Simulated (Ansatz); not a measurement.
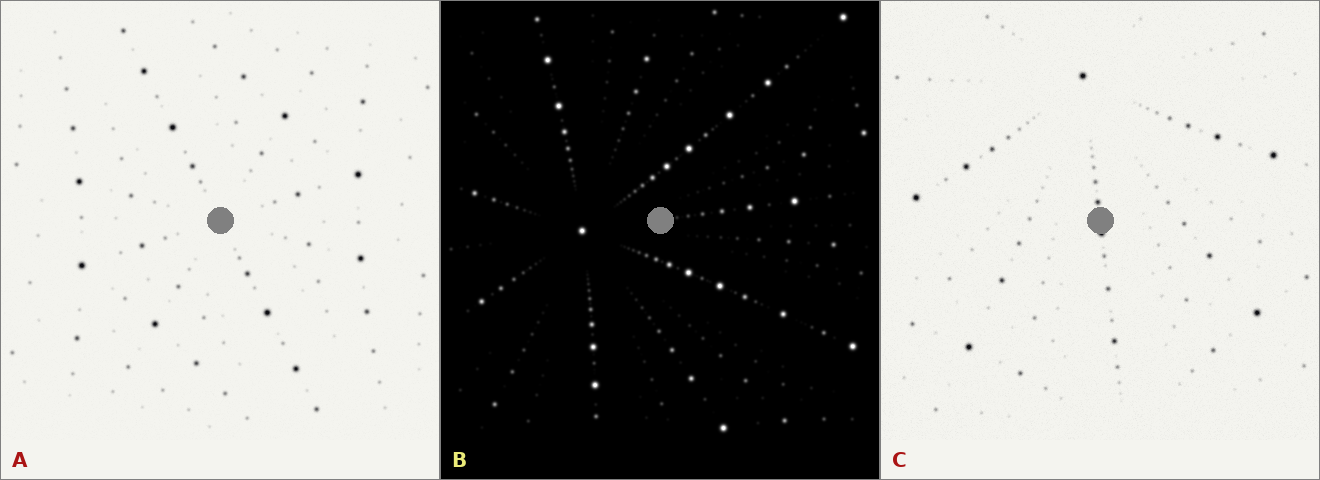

Simulated back-reflection Laue patterns (white X-rays, 0.45 to 2.2 Å, flat plate covering ±45° about the beam, kinematic intensities, seen from the source). Crystal: IrAuO₂, space group R-3m (No. 166), a = 3.122 Å, c = 18.016 Å (hexagonal axes). Structure: coordinates from a relaxation at fixed volume with DFT PBEsol, scalar-relativistic, plane waves, PAW in Ansatz 0.2.0; the starting structure was generated, so it need not be a known form of this composition.

Question: The directions [100], [101], [121] point towards the source, in some order. Which is which?

Answer: A: [100], symmetry 2 (a twofold rotation only). B: [101], symmetry 1 (no symmetry). C: [121], symmetry m (one mirror line). The Laue class is -3m.
